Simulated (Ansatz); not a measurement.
# SiH₃O− (SMILES [O-][SiH3]): a short trajectory

Aim: follow the atoms for 30 steps of 0.75 fs with a Langevin thermostat, with velocities drawn for 1000 K.

Method: PBE0-D4/def2-SVPD; program: Ansatz 0.2.0, Gaussian basis.

## 1. The starting structure

SMILES `[O-][SiH3]`, 5 atoms, charge -1, spin multiplicity 1.

Atoms are counted from 1 here; the program's logs count them from 0.

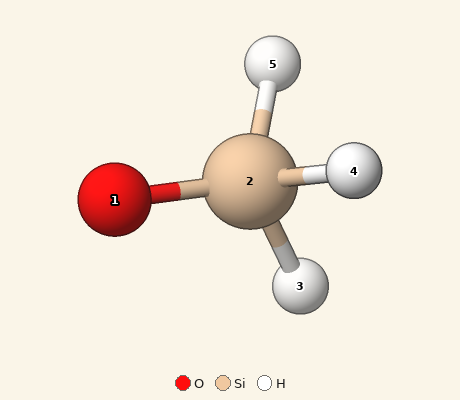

The starting geometry (oxygen red, silicon light orange, hydrogen white); atoms are numbered from 1 in the order of the file.

Geometry (Å):

| atom | x (Å) | y (Å) | z (Å) |
| --- | --- | --- | --- |
| O1 | -1.4442 | 0.2714 | 0.7001 |
| Si2 | -0.0827 | 0.0156 | 0.0398 |
| H3 | -0.1044 | -0.2474 | -1.4526 |
| H4 | 0.6978 | -1.1746 | 0.5614 |
| H5 | 0.9335 | 1.1350 | 0.1513 |

## 2. The run

md/in.yaml

```yaml
crystal:
  periodic: [false, false, false]
  atoms:
    - {symbol: O, position_ang: [-1.444170, 0.271390, 0.700100]}
    - {symbol: Si, position_ang: [-0.082700, 0.015600, 0.039800]}
    - {symbol: H, position_ang: [-0.104440, -0.247420, -1.452600]}
    - {symbol: H, position_ang: [0.697830, -1.174610, 0.561420]}
    - {symbol: H, position_ang: [0.933480, 1.135040, 0.151280]}
basis:
  gaussian: {orbitals: def2-SVPD}
total_charge: -1
hamiltonian: {xc: pbe0, dispersion: d4}
md: {n_steps: 30, timestep: 0.75, temperature: 1000, ensemble: nvt_langevin, seed: 840, friction: 0.002, initial_velocities: maxwell_boltzmann}
```

Command:

```bash
> ansatz run in.yaml --threads 2 --pin off --events-out ev --progress --plain --max-ram 3481MiB
```

Q: Predict the outcome of this session. Wanted: temperature at the start; mean temperature, second half; lowest and highest potential energy, from the first frame; largest change of potential + kinetic.

The runs gave:

| quantity | value |
| --- | --- |
| length | 30 steps, 22.5 fs |
| temperature at the start | 800 K |
| mean temperature, second half | 485 K |
| lowest and highest potential energy, from the first frame | -3 and 353 meV |
| largest change of potential + kinetic | 89.8 meV |

**Reading.** The thermostat trades energy with the molecule, so the sum of potential and kinetic energy isn't conserved: it changes by +90 meV over the run. The mean temperature of the second half is still well below the 1000 K set. The instant temperature ranges from 318 to 800 K, as energy passes between motion and strain. The bonding pattern stays as it was. Under Langevin the temperature counts 3N degrees of freedom, more than the drawn velocities fill, so it starts at 800 K, not 1000 K.
